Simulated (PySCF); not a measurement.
## A study: Cl₃H₂NTi, SMILES `N[Ti](Cl)(Cl)Cl`

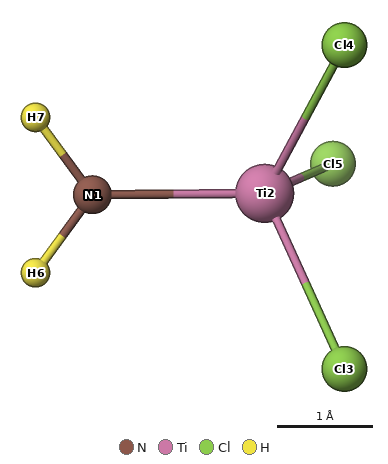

The molecule, with its atoms numbered as below. No frequency check shows the geometry to be a minimum.

Coordinates in Å:

```
N1      -0.0001    0.0786   -2.0984
Ti2     -0.0002    0.0164   -0.2838
Cl3     -1.7275    0.9541    0.5394
Cl4      1.7231    0.9619    0.5393
Cl5      0.0047   -1.9802    0.4701
H6      -0.8278    0.0880   -2.6978
H7       0.8272    0.0917   -2.6978
```

Part 1: Bonding charge

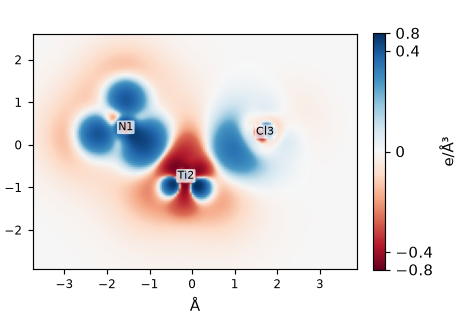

Deformation density (molecule less spherical, spin-averaged free atoms) in the plane of N1, Ti2 and Cl3; colour scale in e/Å³, logarithmic beyond ±0.1; blue: gain, red: loss.

PySCF calculation, ωB97X/def2-TZVP, gas phase; geometry: GFN2-xTB. This is a single-reference result, which may miss multireference character in this system.

**How much density has each bond in this plane gained at its critical point, relative to the free atoms?**

N1–Ti2: +0.26 e/Å³ at the bond critical point (bond length 1.82 Å, Mayer order 1.2). Ti2–Cl3: +0.16 e/Å³ at the bond critical point (bond length 2.13 Å, Mayer order 1.2). In all, 1.6 electrons gather in the regions of gain relative to the promolecule.

Part 2: Bond critical points

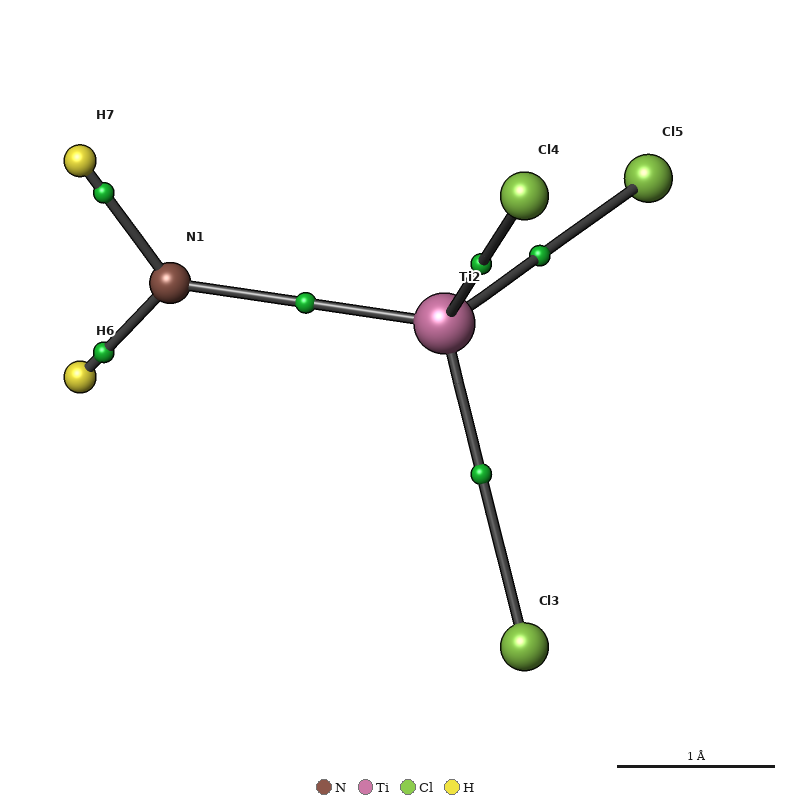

Molecular graph of the electron density (QTAIM): bond paths, bond critical points (green), ring points (magenta, if any); weak paths are dashed.

**How many critical points of each kind are there, and does the count close?**

7 nuclei, 6 bond, 0 ring and 0 cage critical points: 7 − 6 + 0 − 0 = 1, as the Poincaré–Hopf relation requires.

**Give the properties at the bond critical points.**

```tsv
bond	length (Å)	ρ (a.u.)	∇²ρ (a.u.)	ε	H (a.u.)
N1–H7 (2 alike)	1.022	0.324	−1.56	0.02	−0.445
N1–Ti2	1.816	0.165	+0.49	0.34	−0.068
Ti2–Cl3 (2 alike)	2.131	0.114	+0.30	0.03	−0.038
Ti2–Cl5	2.134	0.114	+0.29	0.00	−0.038
```

**What kind of interaction is N1–Ti2?**

Polar or intermediate (positive Laplacian, negative energy density H): ρ = 0.165, ∇²ρ = +0.49, H = −0.068 a.u. Its ellipticity of 0.34 shows that the density isn't cylindrical about the bond.

Part 3: Local ionisation energy

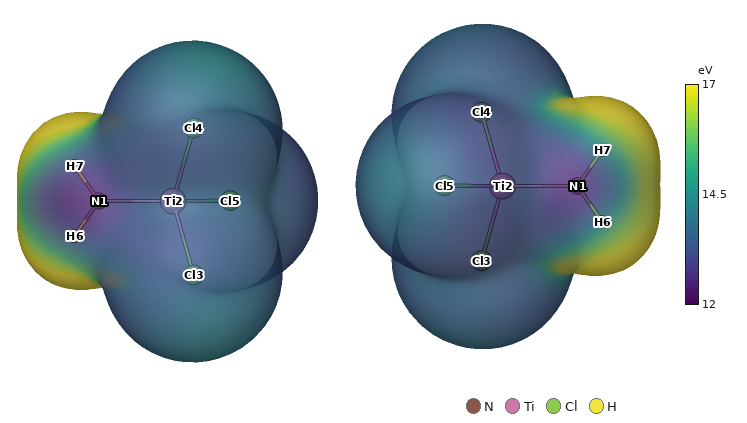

Average local ionisation energy on the surface of electron density 0.001 a.u. (back view left, front view right).

**Locate the minima of the map.**

The lowest value is 12.2 eV, over N1, off the plane of its three bonds (2.0 Å). Further minima include 13.0 eV, 2.1 Å from Cl5; 13.0 eV, 2.1 Å from Cl5, and at like points elsewhere; 13.3 eV, 2.1 Å from Cl4. For comparison, the highest occupied orbital lies at −10.9 eV.

Part 4: In an electric field

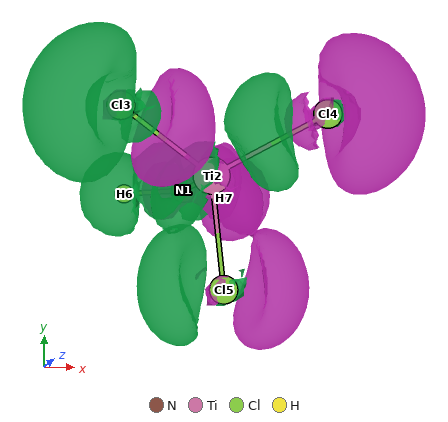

Change of the electron density in a uniform field of 0.21 V/Å, surfaces at ±0.0015 e/Å³ (green: gain, purple: loss).

Level of theory: ωB97X/def2-TZVP (PySCF), at a geometry from GFN2-xTB. This is a single-reference result, which may miss multireference character in this system. A basis without diffuse functions makes polarisabilities too small.

**Along which Cartesian direction does the field point?**

Along +x: electrons gather on the −x side, against the field.

**How large is the response?**

The induced dipole is 0.81 D (along the field); α along this axis, from the fields in both directions, is 80 bohr³ (11.8 Å³).

**Which atoms gain and lose the most charge?**

Electrons gather most on Cl3 (Hirshfeld charge changes by −0.022 e) and leave Cl4 most (+0.023 e); 0.064 electrons are displaced in all.

Part 5: Removing or adding an electron

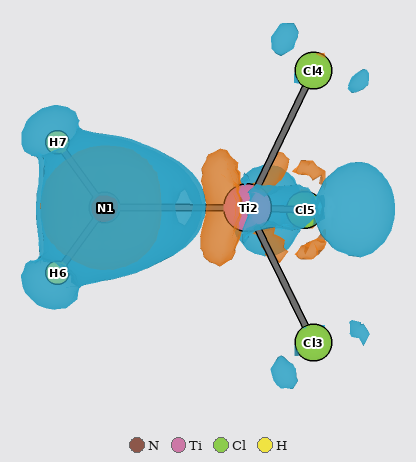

Fukui function f⁻ = ρ(N) − ρ(N−1) at fixed geometry, surfaces at ±0.03 e/Å³ (light blue positive, orange negative).

Computed with PySCF, ωB97X/def2-TZVP, geometry: GFN2-xTB. This is a single-reference result, which may miss multireference character in this system.

**Which atoms respond most to the removal of an electron?**

f⁻ (Hirshfeld-condensed) is largest on N1 (0.30) and Cl5 (0.19); the vertical ionisation energy is 10.58 eV (the stability of the cation's solution wasn't checked). Condensed values hint at sites of electrophilic attack but needn't mark the atom that reacts. Orbital relaxation makes it negative in places (0.26 e in all).

```csv
atom,f⁻,charge
N1,+0.30,−0.34
Ti2,+0.07,+0.51
Cl3,+0.13,−0.14
Cl4,+0.13,−0.14
Cl5,+0.19,−0.17
H6,+0.08,+0.14
H7,+0.08,+0.14
```
